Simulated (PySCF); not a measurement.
# A workflow on [AlF4]− (fluoroaluminate)

We compute a structure relaxation (PW91-D4/def2-SVP), then the energy (DF-CCSD(T)/Sapporo-DZP), then the charge distribution (BHLYP-D3(0)/def2-QZVPP) of [AlF4]− (fluoroaluminate). Input form: a Python script.

The results are computed with PySCF 2.14.0.

1 further run of the same task is left out (for a faulty analytic Hessian).

## 1. The structure to begin with

[AlF4]−: 5 atoms, total charge -1, spin state singlet. As SMILES, `[F][Al-]([F])([F])[F]`. All atoms were displaced at random from a relaxed shape. The run starts from this shape.

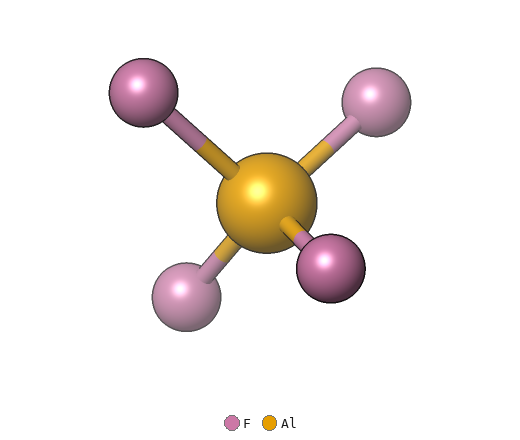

The structure, seen from a chosen angle (fluorine pink, aluminium amber).

## 2. A geometry optimisation at PW91-D4/def2-SVP (density fitting with cc-pvqz-jkfit) (run 1)

The input, input.py:

```python
from pyscf import gto, dft
from pyscf.geomopt.geometric_solver import kernel as optimise

molecule = gto.M(
    atom='''
F   -0.132572  -0.200976   1.683560
Al   0.103812  -0.024859   0.100689
F   -1.394509   0.987375  -0.513298
F    0.103726  -1.480142  -0.873272
F    1.345107   0.901140  -0.304409
''',
    charge=-1,
    max_memory=1860,
    verbose=3,
    spin=0,
    basis='def2-svp',
)

calc0 = dft.RKS(molecule)
calc0.xc = 'pw91'
calc0 = calc0.density_fit(auxbasis='cc-pvqz-jkfit')
calc0.disp = 'd4'
converged, mol_eq = optimise(calc0, maxsteps=100)
print('converged:', converged)
print(mol_eq.tostring())

calc0.reset(mol_eq)
molecule = mol_eq
calc0.kernel()
etot = calc0.e_tot
print('Final energy', etot)
```

On the command line:

```sh
OMP_NUM_THREADS=1 python input.py
```

Log:

```text
maxiter                   100
[... 43 lines left out ...]
WARN: Mole.unit (angstrom) is changed to Bohr
[... 22 lines left out ...]
converged SCF energy = -641.65384647048
[... 62 lines left out ...]
converged SCF energy = -641.657301886115
[... 63 lines left out ...]
converged SCF energy = -641.657321898057
[... 62 lines left out ...]
converged SCF energy = -641.657329779103
[... 53 lines left out ...]
Converged! =D
[... 1 line left out ...]
converged: True
F          -0.07451972       -0.21943838        1.74874822
Al          0.04980675        0.03121704        0.06340807
F          -1.25434616        0.99927999       -0.46548221
F           0.00548554       -1.47357233       -0.74359754
F           1.52427258        0.81782156       -0.28862738
converged SCF energy = -641.65733151274
Final energy -641.65733151274
```

It took 2.6 min on 1 thread of AMD EPYC (Zen 3), shared host; peak memory 0.74 GiB.

The path in brief:

```
step  energy from the first frame kept (eV)  largest force (eV/Å)
   0                                 0.0000                6.2421
   1                                -0.6449                2.4268
   2                                -0.7184                1.0088
   3                                -0.7381                0.1633
   4                                -0.7390                0.0348
   5                                -0.7394                0.0959
   6                                -0.7394                0.1248
   7                                -0.7395                0.0891
   8                                -0.7396                0.0740
   9                                -0.7397                0.0560
  10                                -0.7397                0.0335
  11                                -0.7398                0.0139
  12                                -0.7398                0.0112
```

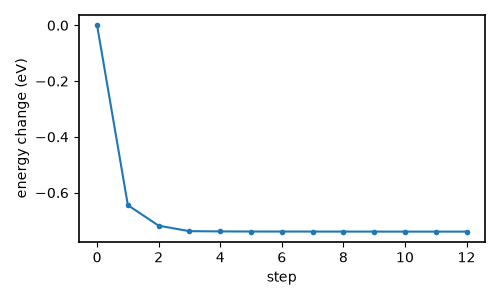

Energy along the run.

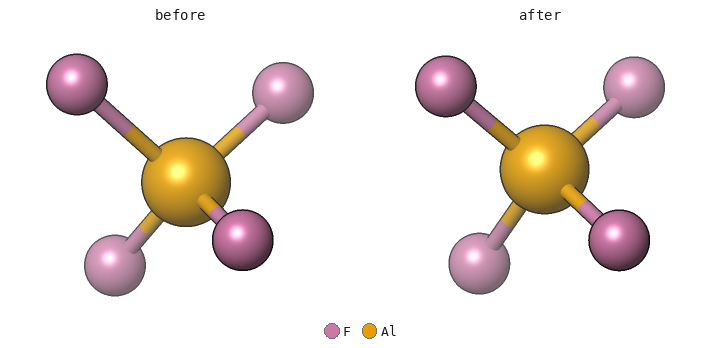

Before and after, at one scale.

After the run. Bond lengths: F1–Al2 1.708 Å, Al2–F3 1.708 Å, Al2–F4 1.708 Å, Al2–F5 1.708 Å. Angles: F1–Al2–F3 109.5°, F1–Al2–F4 109.6°, F1–Al2–F5 109.5°, F3–Al2–F4 109.5°, F3–Al2–F5 109.5°, F4–Al2–F5 109.3°.

## 3. The energy at DF-CCSD(T)/Sapporo-DZP (density fitting) (run 3)

The input, run.py:

```python
from pyscf import gto, cc

mol = gto.M(
    atom='''
F   -0.074520  -0.219438   1.748748
Al   0.049807   0.031217   0.063408
F   -1.254346   0.999280  -0.465482
F    0.005486  -1.473572  -0.743598
F    1.524273   0.817822  -0.288627
''',
    charge=-1,
    verbose=4,
    basis='sapporo-dzp',
    max_memory=1860,
)

mf = mol.RHF()
mf = mf.density_fit()
mf.kernel()

mycc = cc.CCSD(mf, frozen=9).density_fit()
mycc.kernel()
e_t = mycc.ccsd_t()
e_tot = mycc.e_tot + e_t
print('Final energy', e_tot)
```

On the command line:

```sh
OMP_NUM_THREADS=1 python run.py
```

Log:

```text
PySCF version 2.14.0

[... 48 lines left out ...]
WARN: Even tempered Gaussians are generated as DF auxbasis for  F Al
[... 20 lines left out ...]
converged SCF energy = -640.03265106768
[... 12 lines left out ...]
Init t2, MP2 energy = -640.898644080891  E_corr(MP2) -0.865993013211407
[... 11 lines left out ...]
RCCSD converged
[... 2 lines left out ...]
Final energy -640.9119446258075
```

Run time: 1.7 min. Hardware: 1 thread of AMD EPYC (Zen 3), shared host; peak memory 0.3 GiB.

## 4. The charge distribution at BHLYP-D3(0)/def2-QZVPP (density fitting with cc-pvdz-jkfit) (run 4)

The input, calc.py:

```python
import numpy
from pyscf import gto, scf, dft, lo

molecule = gto.Mole()
molecule.atom = '''
F   -0.074520  -0.219438   1.748748
Al   0.049807   0.031217   0.063408
F   -1.254346   0.999280  -0.465482
F    0.005486  -1.473572  -0.743598
F    1.524273   0.817822  -0.288627
'''
molecule.basis = 'def2-qzvpp'
molecule.spin = 0
molecule.verbose = 4
molecule.charge = -1
molecule.max_memory = 1860
molecule.build()

ks = dft.RKS(molecule)
ks.xc = 'bhandhlyp'
ks = ks.density_fit(auxbasis='cc-pvdz-jkfit')
ks.disp = 'd3zero'
ks.kernel()

etot = ks.e_tot
print('E(%s) = %.9f' % ('BHLYP', etot))
ks.analyze()
quad = ks.quad_moment()
occ = ks.mo_coeff[:, ks.mo_occ > 0]
iaos = lo.vec_lowdin(lo.iao.iao(molecule, occ), ks.get_ovlp())
c = iaos.T @ ks.get_ovlp() @ occ
pop_iao, q_iao = scf.hf.mulliken_pop(lo.iao.reference_mol(molecule), (c * ks.mo_occ[ks.mo_occ > 0]) @ c.T, numpy.eye(c.shape[0]), verbose=0)
print('IAO charges', numpy.round(q_iao, 4))
```

On the command line:

```sh
OMP_NUM_THREADS=1 python calc.py
```

Log:

```text
PySCF version 2.14.0

[... 123 lines left out ...]
MO #38  energy= 0.417455211016541  occ= 0
[... 51 lines left out ...]
MO #90  energy= 1.94920377847251   occ= 0
[... 51 lines left out ...]
MO #142 energy= 4.675422957942     occ= 0
[... 51 lines left out ...]
MO #194 energy= 7.60594727436413   occ= 0
[... 51 lines left out ...]
MO #246 energy= 15.1308183313242   occ= 0
[... 51 lines left out ...]
MO #298 energy= 286.633010510428   occ= 0
[... 307 lines left out ...]
WARN: System has nonzero charge -1; the dipole moment is origin-dependent.
Location of origin: [0. 0. 0.]

Dipole moment(X, Y, Z, Debye): -0.24394, -0.14727, -0.29716
Traceless quadrupole moment (Debye*A):

IAO charges [-0.6509  1.6035 -0.6509 -0.6509 -0.6509]
```

Wall time 44 s (1 thread of AMD EPYC (Zen 3), shared host); peak memory 1 GiB.

Atomic charges (e):

```
atom  Mulliken     IAO
  F1    -0.580  -0.651
 Al2    +1.321  +1.603
  F3    -0.580  -0.651
  F4    -0.580  -0.651
  F5    -0.580  -0.651
```

## 5. Summary of results

| quantity | value |
| --- | --- |
| run 1, PW91-D4/def2-SVP: total energy at the end | -641.65733 Eh |
| run 1, PW91-D4/def2-SVP: HOMO energy | -2.46 eV |
| run 1, PW91-D4/def2-SVP: LUMO energy | 5.10 eV |
| run 1, PW91-D4/def2-SVP: HOMO–LUMO gap (to an unbound level, set by the basis) | 7.56 eV |
| run 1, PW91-D4/def2-SVP: dispersion energy | -6.29 kJ/mol |
| run 3, DF-CCSD(T)/Sapporo-DZP: total energy | -640.91194 Eh |
| run 3, DF-CCSD(T)/Sapporo-DZP: HOMO energy (Hartree–Fock orbitals) | -10.62 eV |
| run 3, DF-CCSD(T)/Sapporo-DZP: LUMO energy (Hartree–Fock orbitals) | 7.88 eV |
| run 3, DF-CCSD(T)/Sapporo-DZP: HOMO–LUMO gap (to an unbound level, set by the basis) | 18.50 eV |
| run 3, DF-CCSD(T)/Sapporo-DZP: correlation energy (9 core orbitals frozen) | -879.3 mEh |
| run 3, DF-CCSD(T)/Sapporo-DZP: (T) correction | -10.28 mEh |
| run 3, DF-CCSD(T)/Sapporo-DZP: T1 diagnostic | 0.012 |
| run 4, BHLYP-D3(0)/def2-QZVPP: total energy | -642.30240 Eh |
| run 4, BHLYP-D3(0)/def2-QZVPP: HOMO energy | -7.49 eV |
| run 4, BHLYP-D3(0)/def2-QZVPP: LUMO energy | 5.45 eV |
| run 4, BHLYP-D3(0)/def2-QZVPP: HOMO–LUMO gap (to an unbound level, set by the basis) | 12.94 eV |
| run 4, BHLYP-D3(0)/def2-QZVPP: dispersion energy | -3.88 kJ/mol |

In words: The optimisation (run 1, PW91-D4/def2-SVP) took 12 steps and changed the energy by -0.740 eV. Mulliken charges (run 1, PW91-D4/def2-SVP) run from -0.45 on F1 to +0.82 on Al2. Mulliken charges (run 3, DF-CCSD(T)/Sapporo-DZP) of the mean-field density run from -0.61 on F4 to +1.44 on Al2. The triples (run 3, DF-CCSD(T)/Sapporo-DZP) make up 1.2 % of the correlation energy. Mulliken charges (run 4, BHLYP-D3(0)/def2-QZVPP) run from -0.58 on F1 to +1.32 on Al2; in a basis this large or diffuse they mean little.
